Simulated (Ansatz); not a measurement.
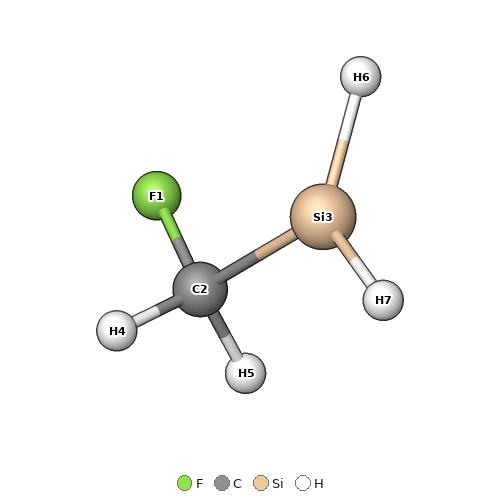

The system is CH₄FSi, SMILES FC[SiH2+], charge +1; the picture shows the reference structure. First axis: umbrella angle at Si3 (between each of its bonds and their common axis; 90 is planar). Second axis: change of the bonds Si3–C2, Si3–H6, Si3–H7, all alike. Nothing is relaxed (all other coordinates rigid). The grid has 15 × 15 points; 120 points were computed and 105 follow by symmetry. Points are written as (first, second). Energies are in kcal/mol, from the relaxed molecule at the same level. The calculation used RKS B3LYP-D4/def2-TZVP in Ansatz 0.2.0.

Its coordinates:

```xyz
7

F    -1.8051    0.2223    0.0145
C    -0.6240   -0.2317   -0.5065
Si    0.7991    0.2600    0.5877
H    -0.6406   -1.3281   -0.6127
H    -0.4630    0.1731   -1.5183
H     0.5636    1.0296    1.8175
H     2.1699   -0.1252    0.2178
```

Range: umbrella angle at Si3 (between each of its bonds and their common axis; 90 is planar) from 66.0 to 114.0°; change of the bonds Si3–C2, Si3–H6, Si3–H7, all alike from −0.176 to 0.272 Å.

Question: What will the energy surface look like?

Answer: The lowest grid point is at (90.0°, 0.016 Å), 0.16 kcal/mol from the relaxed molecule at the same level. No other kind of well shows on this grid. The highest grid point, (66.0°, −0.176 Å), lies 59.9 kcal/mol above the lowest. Round the minimum the two coordinates are nearly uncoupled.

```csv
"second ↓, first →",66.0,69.4,72.9,76.3,79.7,83.1,86.6,90.0,93.4,96.9,100.3,103.7,107.1,110.6,114.0
0.272,53.1,47.0,41.7,37.7,34.5,32.3,30.9,30.5,30.9,32.3,34.5,37.7,41.7,47.0,53.1
0.240,48.2,41.9,36.5,32.3,29.1,26.7,25.3,24.9,25.3,26.7,29.1,32.3,36.5,41.9,48.2
0.208,43.7,37.2,31.6,27.3,23.9,21.5,20.1,19.6,20.1,21.5,23.9,27.3,31.6,37.2,43.7
0.176,39.6,32.9,27.2,22.7,19.2,16.7,15.2,14.7,15.2,16.7,19.2,22.7,27.2,32.9,39.6
0.144,36.0,29.1,23.2,18.5,15.0,12.4,10.9,10.4,10.9,12.4,15.0,18.5,23.2,29.1,36.0
0.112,33.0,25.9,19.8,15.0,11.3,8.7,7.1,6.6,7.1,8.7,11.3,15.0,19.8,25.9,33.0
0.080,30.8,23.5,17.2,12.2,8.4,5.7,4.1,3.5,4.1,5.7,8.4,12.2,17.2,23.5,30.8
0.048,29.4,21.9,15.4,10.3,6.4,3.6,1.9,1.3,1.9,3.6,6.4,10.3,15.4,21.9,29.4
0.016,29.1,21.3,14.6,9.4,5.4,2.5,0.7,0.2,0.7,2.5,5.4,9.4,14.6,21.3,29.1
−0.016,30.0,21.9,15.1,9.7,5.5,2.6,0.7,0.2,0.7,2.6,5.5,9.7,15.1,21.9,30.0
−0.048,32.2,23.9,16.9,11.3,7.1,4.0,2.2,1.6,2.2,4.0,7.1,11.3,16.9,23.9,32.2
−0.080,36.1,27.6,20.3,14.6,10.2,7.1,5.2,4.6,5.2,7.1,10.2,14.6,20.3,27.6,36.1
−0.112,41.8,33.1,25.6,19.8,15.3,12.1,10.1,9.5,10.1,12.1,15.3,19.8,25.6,33.1,41.8
−0.144,49.7,40.7,33.1,27.1,22.5,19.2,17.1,16.5,17.1,19.2,22.5,27.1,33.1,40.7,49.7
−0.176,60.1,50.9,43.0,36.9,32.1,28.8,26.7,26.0,26.7,28.8,32.1,36.9,43.0,50.9,60.1
```

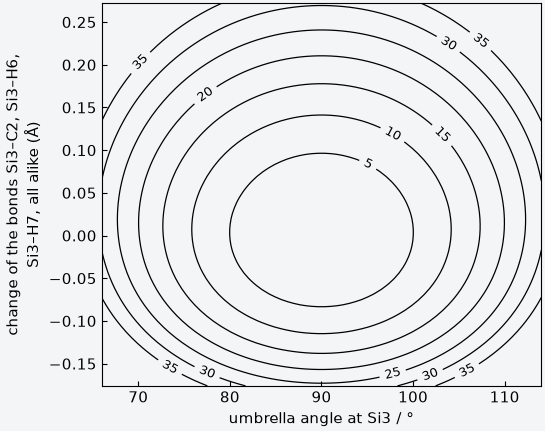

In the figure: contour lines labelled in kcal/mol (none above 35). Between grid points the surface is interpolated.

Time for the 120 points that were run: 7 min on 1 thread of Arm Neoverse V1, with other jobs on the host.
